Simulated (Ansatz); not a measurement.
BSi2NH8 (charge +1): geometry relaxation

System: BSi2NH8, charge +1, multiplicity 2.
Method: UKS B2PLYP/6-31G (Ansatz 0.2.0).

The run did not end well. The geometry comes from this level: PBE0-D4/def2-TZVP.

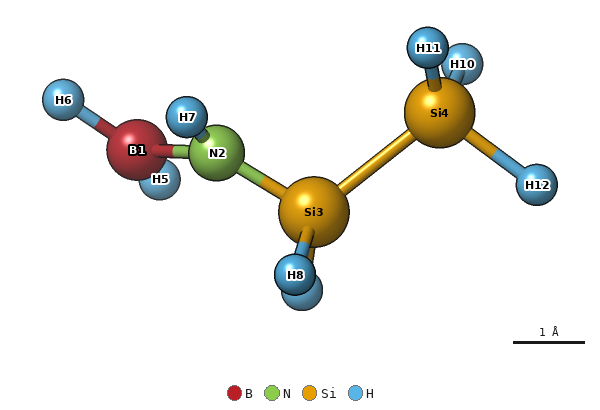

The input geometry (ball-and-stick view, seen at a tilt; atoms are numbered from 1 in the order of the input).

**The input**
```yaml
crystal:
  periodic: [false, false, false]
  atoms:
    - {symbol: B, position_ang: [-0.287638, 2.429080, 0.225944]}
    - {symbol: N, position_ang: [-0.382011, 0.793223, 0.751727]}
    - {symbol: Si, position_ang: [-0.737626, -0.498791, -0.150270]}
    - {symbol: Si, position_ang: [1.039014, -1.914667, -0.251187]}
    - {symbol: H, position_ang: [-0.291454, 2.584165, -0.806055]}
    - {symbol: H, position_ang: [-0.047947, 3.251119, 1.197647]}
    - {symbol: H, position_ang: [-0.239188, 0.884048, 1.640246]}
    - {symbol: H, position_ang: [-2.010064, -1.032107, 0.613380]}
    - {symbol: H, position_ang: [-1.469265, 0.068167, -1.366613]}
    - {symbol: H, position_ang: [2.224306, -1.313678, -1.322510]}
    - {symbol: H, position_ang: [1.556379, -2.119676, 0.890354]}
    - {symbol: H, position_ang: [0.544860, -3.170036, -1.311185]}
basis:
  gaussian: {orbitals: 6-31G}
total_charge: 1
magnetization: {spin_polarized: true, initial_magnetization: 1}
hamiltonian: {xc: {name: B2PLYP}}
relax: {f_tol: 0.0001, max_steps: 1}
output: {forces: true}
```

Launched with:
```bash
ansatz run in.yaml --threads 4 --pin off --events-out ev --progress --plain --max-ram 10444MiB
```

**Output**
```
Functional definition: B2PLYP
  name "B2PLYP"
  cite "Grimme, J. Chem. Phys. 124, 034108 (2006) doi:10.1063/1.2148954"
  cite "Becke, Phys. Rev. A 38, 3098 (1988) doi:10.1103/PhysRevA.38.3098"
  cite "Lee, Yang & Parr, Phys. Rev. B 37, 785 (1988) doi:10.1103/PhysRevB.37.785"
  parameter a = 0.53
  parameter c = 0.27
  exchange = (1 - a)*b88_x + a*exact_x
  correlation = (1 - c)*lyp_c + c*(mp2_os + mp2_ss)
844 factors; integrals over basis functions are off by at most 2.8e-4 eV
mean field evaluation 1: about -18010.5401 eV, gradient 4.7e1 eV
mean field evaluation 2: about -18010.5399 eV, gradient 4.7e1 eV
mean field evaluation 4: about -18019.3272 eV, gradient 1.3e1 eV
mean field evaluation 8: about -18022.4693 eV, gradient 1.7e0 eV
mean field evaluation 16: about -18022.5117 eV, gradient 6.2e-3 eV
mean field evaluation 32: about -18004.5806 eV, gradient 2.0e1 eV
mean field -18022.51168568 eV, -662.3150883515 hartree, gradient 5.9e-6 eV, S^2 0.766024; 2 other end points of the search recorded, 0 dependent functions left out
12 core orbitals not correlated: weight in the atoms' cores, before any rotation towards them, 1.000 or more for the frozen orbitals, at most 0.000 for the correlated occupied ones
reference -18022.51186429 eV, -662.3150949152 hartree; 12, 11 occupied and 36, 37 virtual orbitals, 844 factors
second order -8.94529281 eV of doubles, -0.00000000 eV of singles
the calculation of the forces begins
relax step   1: F+E_penalty+E_count = -18024.92691474 eV  Δ(F+E_penalty+E_count) = +0.000e0 eV  max|allowed force component| = 9.615e0 eV/Å  Δτ_max = 0.0000 Å  (74 SCF iters, accepted)
Error: geometry relaxation did not converge after 1 steps: max|allowed force component| = 9.61e0 eV/Å (threshold 1.0e-4). Raise `relax.max_steps` over both its present limit and 1, loosen `relax.f_tol`, or start from a geometry closer to equilibrium. Where this run's directory can be resumed (`checkpoint.write`), a resume goes on for up to `relax.max_steps` more
```

**Outcome**

```tsv
quantity	value
outcome	not converged
hardware	4 threads of Arm Neoverse V2, 108 GiB of memory available, shared host
wall time	4.1 s (CPU time 15 s)
peak memory	0.22 GiB
```

The input was spoiled on purpose: the optimiser is allowed too few steps. The run did not converge: “geometry relaxation did not converge after 1 steps: max|allowed force component| = 9.61e0 eV/Å (threshold 1.0e-4). Raise `relax.max_steps` over both its present limit and 1, loosen `relax.f_tol`, or start from a geometry closer to equilibrium …” Its last values are not results.
